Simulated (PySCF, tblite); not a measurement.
# B₃H₆N₃O₂Si, a small gas-phase stand-in for a defect centre (BN ring, N edge): NMR shifts, core binding energies and electronic excitations, part 2 of 2

tblite 0.8.0 and PySCF 2.14.0. Atoms count from 0, parts from 1. The steps go on from the part before.

## Step 5: X-ray photoelectron lines: SCAN, X2C

Job settings and geometry (Å):

```
{"job": {"kind": "xps", "holes": 5}, "charge": 0, "multiplicity": 1}
B      0.344949     0.890446    -0.923673
N     -0.819049     1.542998    -0.426866
B     -1.834902     0.873937     0.319316
N     -1.638872    -0.515969     0.575868
B     -0.503986    -1.244612     0.118900
N      0.481088    -0.499421    -0.606025
O      1.577020    -1.185784    -1.116776
Si     3.049691    -1.319554    -0.261016
O      2.714774    -0.487645     1.137758
H      1.196171     1.458916    -1.558345
H     -0.933512     2.528140    -0.627288
H     -2.813665     1.457909     0.717742
H     -2.344771    -1.016373     1.100562
H     -0.345263    -2.418317     0.336940
H      1.833795    -0.100928     1.243320
```

With the program's defaults for keys left out, this is: delta-SCF UKS SCAN, pcX-2 on the ionised atom, pcseg-1 elsewhere, spin-free X2C.

The log of the run:

```text
ground state, core basis on atom 1 (N), 191 functions
  cycle   1  E = -682.92899142  |g| = 9.45e-01
  cycle   2  E = -682.38380939  |g| = 1.84e+00
  cycle   3  E = -683.09814241  |g| = 2.40e-01
  cycle   4  E = -683.10801798  |g| = 1.39e-01
  cycle   5  E = -683.11172638  |g| = 4.25e-02
  cycle   6  E = -683.11202517  |g| = 1.94e-02
  cycle   7  E = -683.11210505  |g| = 3.30e-03
  cycle   8  E = -683.11210679  |g| = 1.16e-03
  cycle   9  E = -683.11210848  |g| = 6.75e-04
  cycle  10  E = -683.11210665  |g| = 1.22e-04
  E(ground) = -683.16641668 Eh
hole in N 1s of atom 1
  cycle   1  E = -667.51652981  |g| = 1.87e+00
  cycle   2  E = -664.48026437  |g| = 2.62e+00
  cycle   3  E = -667.92938757  |g| = 6.90e-01
  cycle   4  E = -668.14278513  |g| = 4.19e-01
  cycle   5  E = -668.19582167  |g| = 2.65e-01
  cycle   6  E = -668.22494390  |g| = 6.62e-02
  cycle   7  E = -668.22652562  |g| = 2.82e-02
  cycle   8  E = -668.22687089  |g| = 7.54e-03
  cycle   9  E = -668.22689723  |g| = 3.09e-03
  cycle  10  E = -668.22689979  |g| = 1.33e-03
  cycle  11  E = -668.22690126  |g| = 4.94e-04
  E(ion) = -668.28001116 Eh   <S^2> = 0.7642   hole on atom = 1.000   binding energy = 405.080 eV
ground state, core basis on atom 2 (B), 191 functions
  cycle   1  E = -683.09460810  |g| = 5.05e-02
  cycle   2  E = -683.09453818  |g| = 3.07e-02
  cycle   3  E = -683.09470090  |g| = 1.68e-02
  cycle   4  E = -683.09476710  |g| = 5.66e-03
  cycle   5  E = -683.09477489  |g| = 1.20e-03
  cycle   6  E = -683.09477477  |g| = 4.13e-04
  E(ground) = -683.15210203 Eh
hole in B 1s of atom 2
  cycle   1  E = -675.47203221  |g| = 1.17e+00
  cycle   2  E = -673.42963305  |g| = 1.91e+00
  cycle   3  E = -675.68452283  |g| = 5.40e-01
  cycle   4  E = -675.85531960  |g| = 2.69e-01
  cycle   5  E = -675.87559553  |g| = 1.74e-01
  cycle   6  E = -675.88693766  |g| = 6.65e-02
  cycle   7  E = -675.88892014  |g| = 1.88e-02
  cycle   8  E = -675.88924396  |g| = 1.05e-02
  cycle   9  E = -675.88935595  |g| = 9.05e-03
  cycle  10  E = -675.88943161  |g| = 4.52e-03
  cycle  11  E = -675.88946453  |g| = 1.63e-03
  cycle  12  E = -675.88946577  |g| = 1.24e-03
  cycle  13  E = -675.88946746  |g| = 4.44e-04
  E(ion) = -675.94696415 Eh   <S^2> = 0.8541   hole on atom = 1.000   binding energy = 196.062 eV
ground state, core basis on atom 4 (B), 191 functions
  cycle   1  E = -683.09493429  |g| = 5.01e-02
  cycle   2  E = -683.09484423  |g| = 3.12e-02
  cycle   3  E = -683.09501110  |g| = 1.88e-02
  cycle   4  E = -683.09508651  |g| = 8.75e-03
  cycle   5  E = -683.09510159  |g| = 1.07e-03
  cycle   6  E = -683.09510216  |g| = 4.56e-04
  E(ground) = -683.15215394 Eh
hole in B 1s of atom 4
  cycle   1  E = -675.47150167  |g| = 1.18e+00
  cycle   2  E = -673.44802955  |g| = 1.96e+00
  cycle   3  E = -675.70618608  |g| = 5.42e-01
  cycle   4  E = -675.85159437  |g| = 2.98e-01
  cycle   5  E = -675.88351495  |g| = 1.35e-01
  cycle   6  E = -675.89136755  |g| = 3.59e-02
  cycle   7  E = -675.89186651  |g| = 2.25e-02
  cycle   8  E = -675.89220850  |g| = 9.79e-03
  cycle   9  E = -675.89229537  |g| = 1.05e-02
  cycle  10  E = -675.89237933  |g| = 4.16e-03
  cycle  11  E = -675.89240206  |g| = 3.05e-03
  cycle  12  E = -675.89240822  |g| = 1.31e-03
  cycle  13  E = -675.89240921  |g| = 5.36e-04
  cycle  14  E = -675.89241035  |g| = 2.28e-04
  E(ion) = -675.94940688 Eh   <S^2> = 0.8341   hole on atom = 1.000   binding energy = 195.997 eV
ground state, core basis on atom 5 (N), 191 functions
  cycle   1  E = -683.11438728  |g| = 7.37e-02
  cycle   2  E = -683.11426227  |g| = 3.07e-02
  cycle   3  E = -683.11389909  |g| = 5.15e-02
  cycle   4  E = -683.11445618  |g| = 5.33e-03
  cycle   5  E = -683.11446448  |g| = 1.77e-03
  cycle   6  E = -683.11446304  |g| = 3.38e-04
  E(ground) = -683.16865307 Eh
hole in N 1s of atom 5
  cycle   1  E = -667.46729102  |g| = 1.87e+00
  cycle   2  E = -664.80695590  |g| = 2.86e+00
  cycle   3  E = -667.11891377  |g| = 1.49e+00
  cycle   4  E = -668.05284505  |g| = 6.23e-01
  cycle   5  E = -668.16704924  |g| = 2.61e-01
  cycle   6  E = -668.19119817  |g| = 1.12e-01
  cycle   7  E = -668.19643205  |g| = 3.00e-02
  cycle   8  E = -668.19678775  |g| = 9.65e-03
  cycle   9  E = -668.19683469  |g| = 5.51e-03
  cycle  10  E = -668.19685508  |g| = 2.57e-03
  cycle  11  E = -668.19686090  |g| = 1.13e-03
  cycle  12  E = -668.19686422  |g| = 4.02e-04
  E(ion) = -668.24863075 Eh   <S^2> = 0.7809   hole on atom = 1.000   binding energy = 405.994 eV
ground state, core basis on atom 6 (O), 191 functions
  cycle   1  E = -683.13426021  |g| = 9.92e-02
  cycle   2  E = -683.13306639  |g| = 8.93e-02
  cycle   3  E = -683.13342851  |g| = 7.80e-02
  cycle   4  E = -683.13455004  |g| = 9.06e-03
  cycle   5  E = -683.13456583  |g| = 2.88e-03
  cycle   6  E = -683.13456857  |g| = 2.96e-04
  E(ground) = -683.18751996 Eh
hole in O 1s of atom 6
  cycle   1  E = -662.49068843  |g| = 2.23e+00
  cycle   2  E = -659.82749070  |g| = 2.92e+00
  cycle   3  E = -662.29460610  |g| = 1.42e+00
  cycle   4  E = -663.24942504  |g| = 5.15e-01
  cycle   5  E = -663.32571156  |g| = 2.18e-01
  cycle   6  E = -663.34073934  |g| = 7.22e-02
  cycle   7  E = -663.34275168  |g| = 2.51e-02
  cycle   8  E = -663.34298932  |g| = 9.64e-03
  cycle   9  E = -663.34302931  |g| = 3.13e-03
  cycle  10  E = -663.34303148  |g| = 7.72e-04
  cycle  11  E = -663.34303252  |g| = 2.70e-04
  E(ion) = -663.39588425 Eh   <S^2> = 0.7652   hole on atom = 1.000   binding energy = 538.558 eV
```

Wall time 50 s (1 thread of Intel Xeon Platinum 8488C, shared host); peak memory 0.73 GiB.

The holes in one table. −ε is the ground-state orbital energy:

| hole | stands for | environment | ΔSCF (eV) | −ε (eV) | ⟨S²⟩ |
| --- | --- | --- | --- | --- | --- |
| N1s on N1 | N1, N3 | nitrogen bonded to 2 B, H | 405.08 | 386.2 | 0.764 |
| B1s on B2 | B2 | boron bonded to 2 N, H | 196.06 (doubtful) | 180.5 | 0.854 |
| B1s on B4 | B0, B4 | boron bonded to 2 N, H | 196.00 | 180.5 | 0.834 |
| N1s on N5 | N5 | nitrogen bonded to 2 B, O | 405.99 | 387.6 | 0.781 |
| O1s on O6 | O6 | oxygen bonded to N, Si | 538.56 | 517.7 | 0.765 |

Each hole run stands for the others of its class of like atoms.

Doubtful: the ion did not converge, its hole moved, or its ⟨S²⟩ is well above 0.75. Rows just under that mark are hardly safer.

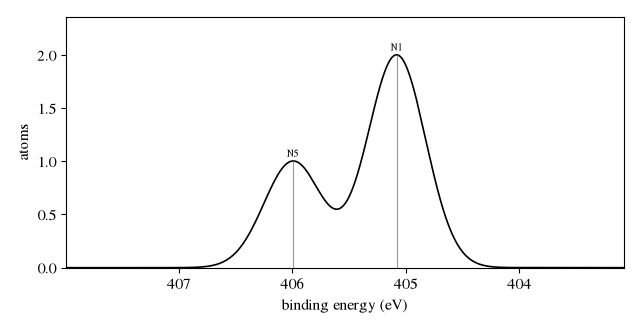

The N1s photoelectron lines, weighted by the number of atoms. Lines are broadened to a width of 0.60 eV (Gaussian).

## Step 6: Ultraviolet spectrum: CAM-B3LYP/def2-SVPD

Settings changed since step 5:

```diff
@@ -1,2 +1,2 @@
-{"job": {"kind": "xps", "holes": 5}, "charge": 0, "multiplicity": 1}
+{"job": {"kind": "uv", "xc": "CAM-B3LYP", "basis": "def2-SVPD", "nstates": 6, "ntriplets": 2, "ip": true}, "charge": 0, "multiplicity": 1}
 B      0.344949     0.890446    -0.923673
```

Method: TDDFT CAM-B3LYP/def2-SVPD, vertical, gas phase, core orbitals frozen in the response.

The log of the run:

```text
coarse grid: 13960 points
cycle   1  E = -681.8112380856  dE =  1.370e+00  |g| = 9.152e-01  |ddm| = 9.956e+00
cycle   2  E = -681.7119076701  dE =  9.933e-02  |g| = 1.206e+00  |ddm| = 2.870e+00
cycle   3  E = -681.9831306508  dE = -2.712e-01  |g| = 9.109e-02  |ddm| = 1.518e+00
cycle   4  E = -681.9843675954  dE = -1.237e-03  |g| = 5.192e-02  |ddm| = 3.344e-01
cycle   5  E = -681.9849131818  dE = -5.456e-04  |g| = 1.229e-02  |ddm| = 1.003e-01
cycle   6  E = -681.9849413447  dE = -2.816e-05  |g| = 4.083e-03  |ddm| = 3.318e-02
cycle   7  E = -681.9849444338  dE = -3.089e-06  |g| = 1.365e-03  |ddm| = 8.475e-03
final grid: 133176 points
cycle   8  E = -682.0885921583  dE = -3.642e-05  |g| = 6.501e-03  |ddm| = 1.623e-01
cycle   9  E = -682.0885888541  dE =  3.304e-06  |g| = 7.907e-03  |ddm| = 2.390e-02
cycle  10  E = -682.0886009194  dE = -1.207e-05  |g| = 6.389e-04  |ddm| = 1.097e-02
cycle  11  E = -682.0886009852  dE = -6.577e-08  |g| = 3.092e-04  |ddm| = 1.642e-03
cycle  12  E = -682.0886010047  dE = -1.957e-08  |g| = 7.839e-05  |ddm| = 7.779e-04
cycle  13  E = -682.0886010062  dE = -1.473e-09  |g| = 1.988e-05  |ddm| = 2.426e-04
cycle  14  E = -682.0886010063  dE = -8.390e-11  |g| = 1.108e-05  |ddm| = 4.258e-05
converged SCF energy = -682.0886010063

Static polarisability (au): isotropic 95.750, principal 74.204 93.660 119.385

Singlet excitations
state   eV       nm        f      main configurations
  1   5.2915    234.3   0.07838   H->L 0.96
  2   6.0368    205.4   0.03632   H-1->L 0.90
  3   6.3893    194.0   0.02791   H->L+3 0.48, H-1->L+3 0.31, H-2->L+2 0.12
  4   6.7386    184.0   0.05545   H->L+1 0.58, H->L+5 0.13, H-1->L+1 0.12
  5   6.9672    178.0   0.29120   H->L+2 0.46, H-1->L+2 0.26, H->L+5 0.08
  6   7.0686    175.4   0.00091   H-3->L 0.64, H-1->L+1 0.09

Triplet excitations (Tamm-Dancoff, eV): 3.3697 5.4526
Vertical ionisation energy (delta-SCF) = 9.4724 eV
Vertical electron affinity (delta-SCF) = -0.4596 eV
```

Wall time 3.9 min (1 thread of Intel Xeon Platinum 8488C, shared host); peak memory 1.3 GiB.

Frontier orbitals and where they lie:

| orbital | eV | atoms |
| --- | --- | --- |
| HOMO−3 | -10.59 | O6 48 %, N5 15 %, O8 11 % |
| HOMO−2 | -10.06 | N1 34 %, N3 34 %, B4 8 % |
| HOMO−1 | -9.40 | N5 25 %, Si7 22 %, O6 22 % |
| HOMO | -8.74 | Si7 47 %, O6 18 %, N5 14 % |
| LUMO | -0.25 | Si7 60 %, O8 18 %, O6 16 % |
| LUMO+1 | 0.63 | B2 28 %, B4 13 %, B0 13 % |
| LUMO+2 | 0.82 | B2 31 %, B0 14 %, N1 10 % |

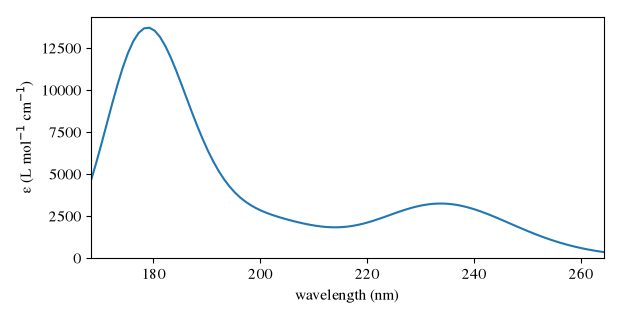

Absorption spectrum: each of the 6 states is a Gaussian band of 0.4 eV half-width at 1/e. Beyond the last state computed it falls off for lack of states.

Further results of this job:

| property | computed |
| --- | --- |
| dipole moment (D) | 2.75 |
| polarisability (Å³) | 14.19 |
| HOMO–LUMO gap (eV) | 8.50 |
| −ε(HOMO) (eV) | 8.74 |

## Step 7: What came out

What follows sums up all 2 parts.

| quantity | value |
| --- | --- |
| point group | Cs |
| rotational constants (main isotopes) | 3.15, 0.87, 0.83 GHz |
| 1H shifts against TMS (PBE0/pcSseg-1, means over atoms taken as alike) | 5.79, 5.67, 4.92, 4.92, 4.79 ppm |
| 11B shifts against BF3·OEt2 (PBE0/pcSseg-1, means over atoms taken as alike) | 29.1, 27.2 ppm |
| 15N shifts against NH3 (PBE0/pcSseg-1, means over atoms taken as alike) | 222.1, 143.1 ppm |
| 17O shifts against H2O (PBE0/pcSseg-1) | 272.9, 180.2 ppm |
| 29Si shifts against TMS (PBE0/pcSseg-1) | 64.6 ppm |
| N1s binding energies, SCAN/pcX-2 | N5 405.99, N1 405.08 eV |
| B1s binding energies, SCAN/pcX-2 (standing for 2 of 3 atoms) | B4 196.00 eV |
| O1s binding energies, SCAN/pcX-2 (standing for 1 of 2 atoms) | O6 538.56 eV |
| lowest singlet (CAM-B3LYP/def2-SVPD) | 5.29 eV (234 nm), f = 0.078 |
| brightest single state of those computed | state 5, 6.97 eV, f = 0.291 |
| lowest triplet | 3.37 eV |
| vertical ionisation energy (ΔSCF) | 9.47 eV |
| vertical electron affinity (ΔSCF) | -0.46 eV (unbound: the value hangs on the basis) |

In words: The start of the PBE0/def2-SVP relaxation was shaken at random by about 0.01 Å, so part of the energy gained, and of the first lengths quoted, undoes that. Relaxing lowered the energy by 0.310 eV in 7 steps; the close pair that moved most is O6–Si7, from 1.646 to 1.709 Å (PBE0/def2-SVP). No frequency check was run at this level, so the end point may be a saddle. At PBE0/pcSseg-1: Shielding is most anisotropic at Si7 (span 348 ppm, paramagnetic term -591 ppm). At SCAN/pcX-2: The N1s levels kept as sound span 0.91 eV, from N1 (nitrogen bonded to 2 B, H) up to N5 (nitrogen bonded to 2 B, O). The lowest singlet, at 5.29 eV, is HOMO→LUMO 0.96 and is bright; of the 6 states computed, the strongest absorption comes from state 5 at 6.97 eV. The lowest triplet lies 1.92 eV below the lowest singlet (triplets in Tamm-Dancoff, singlets in full TDDFT). ΔSCF puts the ionisation energy at 9.47 eV, 0.73 eV above −ε(HOMO). A capped cluster stands for the solid here, so long-range fields and strain are missing, and bands or shifts of the capping hydrogens have no counterpart in it.
